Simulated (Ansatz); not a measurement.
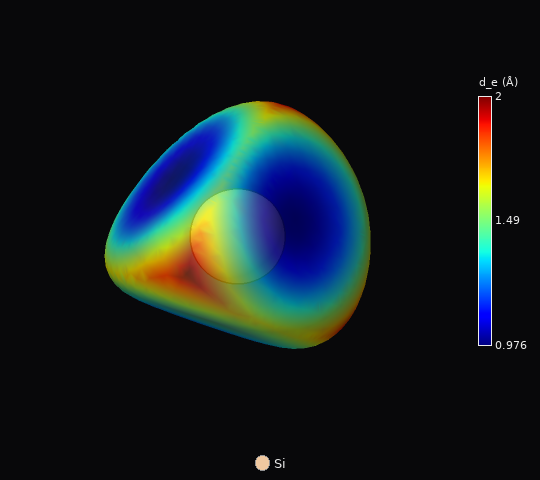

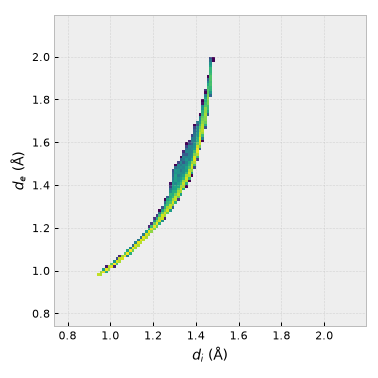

Hirshfeld surface computed for one Si atom in ScSi$_{3}$C$_{4}$ (P-43m), coloured by d_e. The second picture is its fingerprint plot, coloured by area on a logarithmic scale (dark little, yellow much).

The surface is where the fragment's share of the procrystal density (the sum of the densities of spherically averaged neutral Hartree-Fock atoms) equals one half. d_i and d_e are the distances from the surface to the nearest nucleus inside and outside.

The cell is taken from the end point of a relaxation with Ansatz 0.2.0, DFT PBE, scalar-relativistic, plane waves, PAW; the starting structure was generated, so it need not be a known form of this composition.

```cif
data_structure
_symmetry_space_group_name_H-M 'P-43m'
_symmetry_Int_Tables_number 215
_cell_length_a 4.5458
_cell_length_b 4.5458
_cell_length_c 4.5458
_cell_angle_alpha 90.000
_cell_angle_beta 90.000
_cell_angle_gamma 90.000
_cell_volume 93.94
loop_
_atom_site_label
_atom_site_type_symbol
_atom_site_symmetry_multiplicity
_atom_site_Wyckoff_symbol
_atom_site_fract_x
_atom_site_fract_y
_atom_site_fract_z
_atom_site_occupancy
Sc1 Sc 1 a 0.00000 0.00000 0.00000 1
Si1 Si 3 c 0.00000 0.50000 0.50000 1
C1 C 4 e 0.27108 0.27108 0.27108 1
```

Question: What is the shortest distance from the fragment to an atom outside it?

Answer: Si–C, 1.92 Å.

Question: How is the surface shared among contacts (nearest atom inside ··· nearest atom outside)?

Answer: Si···C 100 %. The surface faces 4 neighbours with more than 2 % of its area each: 4 C.

Question: Give the size and shape of the surface.

Answer: It encloses about 8.5 Å³, has an area of about 22 Å² and a globularity of 0.93 (1 for a sphere).

Question: Where does the fingerprint reach closest to the origin?

Answer: The smallest d_i + d_e is about 1.9 Å, which belongs to the shortest contact, Si···C at 1.92 Å; d_e runs from 0.98 to 2.00 Å.
